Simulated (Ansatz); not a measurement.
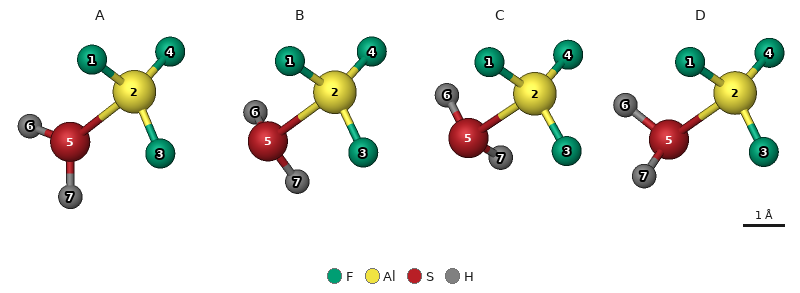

4 geometries from a converged minimum-energy path of AlH$_{2}$SF$_{3}$, shuffled. Style: ball-and-stick. Shown at a tilt.

Level of theory: RKS PBE0/6-31G in Ansatz 0.2.0. Settings: 7 movable images; climbing image; force threshold 0.03 eV/Å; iteration limit 38; starting path through a guess of the saddle point.

**One of them is the converged climbing image. Which?**

A. In order along the path, whose images run from 0 to 8: D (image 1, +0.4 kJ/mol), A (image 4, +26.3 kJ/mol), B (image 6, +3.1 kJ/mol), C (image 8, 0.0 kJ/mol). The motion is an umbrella inversion at S5. No bond forms or breaks between the ends. Bond angles that change up to the highest image, for instance: Al2–S5–H6 104.0° → 134.0°, Al2–S5–H7 103.6° → 122.7°.

Limits of the set-up: the basis has no polarisation functions, which atoms past neon need.
